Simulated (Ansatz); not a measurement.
A series of calculations on BH4OBr

**1. Relaxation**

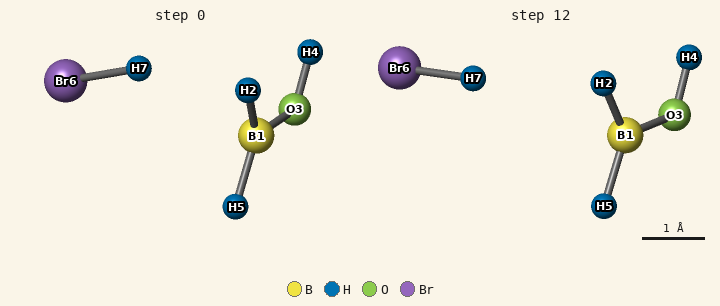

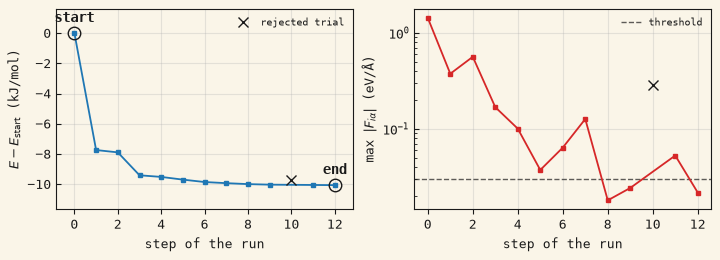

First and last geometry of a relaxation of BH$_{4}$OBr, with the history of the run. The picture is a ball-and-stick view, seen at a tilt.

The run prepares an end point of a later path (reaction) calculation, from a guessed geometry.

Level of theory: Ansatz, RKS PBE0/def2-SVP. Settings: no spin polarisation; force threshold 0.03 eV/Å; at most 50 steps.

Q: Did the run converge, and what did it change?

A: It converged. Br6 moves most after the best rigid fit: 0.52 Å. By element the largest moves are Br 0.52 Å, H 0.46 Å, O 0.34 Å, B 0.16 Å. Among the contacts that change: Br6–H7 1.502 → 1.426 Å, B1–H2 1.205 → 1.219 Å. Over 11 accepted moves (12 points after the start) the energy falls by 10.1 kJ/mol. Largest force component: 1.4 eV/Å at the start, 0.022 eV/Å at the end. The line search rejected the trial step at point 10 of the run. The forces were under the threshold at step 8, but the run went on from there. The run took 21 s on 1 thread of Intel(R) Xeon(R) 6975P-C (Granite Rapids), with other jobs on the host, peak memory 0.16 GiB.

**2. Relaxation**

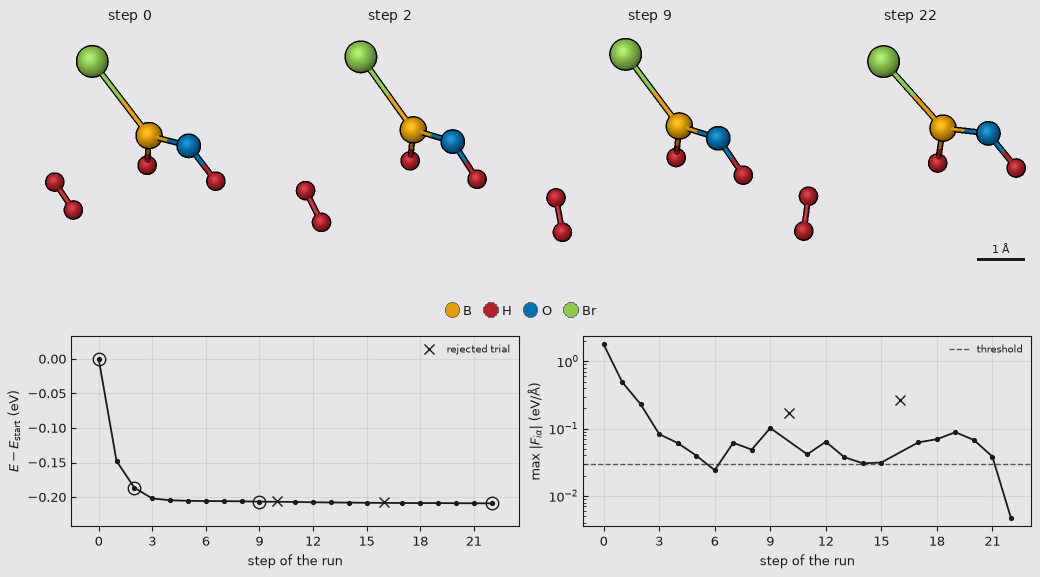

Frames of a relaxation of BH₄OBr, marked on the history of the run. A ball-and-stick model, seen at a tilt.

The run prepares an end point of a later path (reaction) calculation, from a guessed geometry.

Computed with Ansatz 0.2.0, RKS PBE0/def2-SVP. (no spin polarisation; force threshold 0.03 eV/Å; at most 50 steps)

Q: What happens along the run?

A: The atom that moves furthest after the best rigid fit is an H atom (1.16 Å). Largest moves by element: H 1.16 Å, O 0.51 Å, B 0.34 Å, Br 0.24 Å. Near-neighbour distances that change, for instance: B–Br 2.001 → 1.916 Å, H–H 0.718 → 0.761 Å, B–O 1.334 → 1.339 Å. Over 20 accepted moves (22 points after the start) the energy falls by 0.209 eV. The largest force component goes from 1.8 to 0.0047 eV/Å. The line search rejected the trial steps at points 10, 16 of the run. The forces were under the threshold at step 6, but the run went on from there. Cost: 37 s on 1 thread of Intel(R) Xeon(R) 6975P-C (Granite Rapids), on a shared host, peak memory 0.16 GiB. From step 0 to 2: an H atom moves most (0.38 Å), energy −0.186 eV. From step 2 to 9: an H atom moves most (0.47 Å), energy −0.020 eV. From step 9 to 22: an H atom moves most (0.37 Å), energy −0.002 eV.

| step | E − E(0), eV | largest force component, eV/Å | note |
| --- | --- | --- | --- |
| 0 | 0.0000 | 1.7869 |  |
| 1 | -0.1478 | 0.4932 |  |
| 2 | -0.1864 | 0.2305 |  |
| 3 | -0.2019 | 0.0829 |  |
| 4 | -0.2045 | 0.0613 |  |
| 5 | -0.2054 | 0.0399 |  |
| 6 | -0.2057 | 0.0241 |  |
| 7 | -0.2058 | 0.0618 |  |
| 8 | -0.2060 | 0.0489 |  |
| 9 | -0.2066 | 0.1023 |  |
| 10 | -0.2062 | 0.1736 | rejected |
| 11 | -0.2070 | 0.0416 |  |
| 12 | -0.2075 | 0.0639 |  |
| 13 | -0.2077 | 0.0378 |  |
| 14 | -0.2080 | 0.0306 |  |
| 15 | -0.2082 | 0.0314 |  |
| 16 | -0.2072 | 0.2630 | rejected |
| 17 | -0.2085 | 0.0626 |  |
| 18 | -0.2086 | 0.0697 |  |
| 19 | -0.2086 | 0.0886 |  |
| 20 | -0.2088 | 0.0681 |  |
| 21 | -0.2089 | 0.0385 |  |
| 22 | -0.2090 | 0.0047 |  |

Limits of the set-up: the start holds two separate molecules, 2.4 Å apart at their closest, whose relative position is a soft coordinate and is computed without a dispersion correction.

**3. Path**

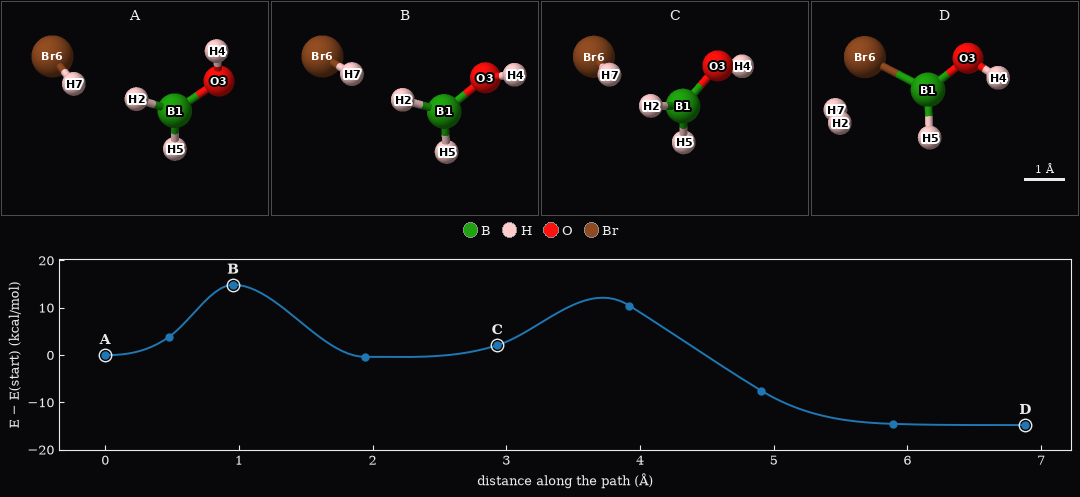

A search for the minimum-energy path of BH$_{4}$OBr by the nudged elastic band. Images are numbered from 0 (start) to 8 (end). Frames A to D are images 0, 2, 4, 8. A ball-and-stick model, seen at a tilt.

All numbers below come from RKS PBE0/def2-SVP (Ansatz 0.2.0). Settings: 7 movable images; climbing image; force threshold 0.03 eV/Å; iteration limit 60; starting path through a guess of the saddle point.

Q: What happens along the path, and what is the barrier?

A: The energy climbs by 14.9 kcal/mol to image 2 and then falls by 29.7 kcal/mol, so the end point sits at −14.8 kcal/mol. The profile has 2 maxima (images 2, 5) with a dip at image 3 (−0.4 kcal/mol), so the process runs in steps. The path has more than one stage, and so few images may leave a stage unresolved. Breaking: B1–H2 (1.22 → 1.22 at the top → 3.81 Å), Br6–H7 (1.43 → 1.43 at the top → 3.35 Å). Forming: B1–Br6 (3.83 → 3.81 at the top → 1.92 Å), H2–H7 (2.12 → 1.89 at the top → 0.76 Å). The band converged in 30 iterations. The largest component of the band force went from 9.7 to 0.0094 eV/Å. The climbing image converged on the top of the path. Its vibrational analysis gives one imaginary mode (907i cm⁻¹), as a transition state must have.

Cost: 5.2 min on 1 thread of Intel(R) Xeon(R) 6975P-C (Granite Rapids), on a shared host, peak memory 0.19 GiB.
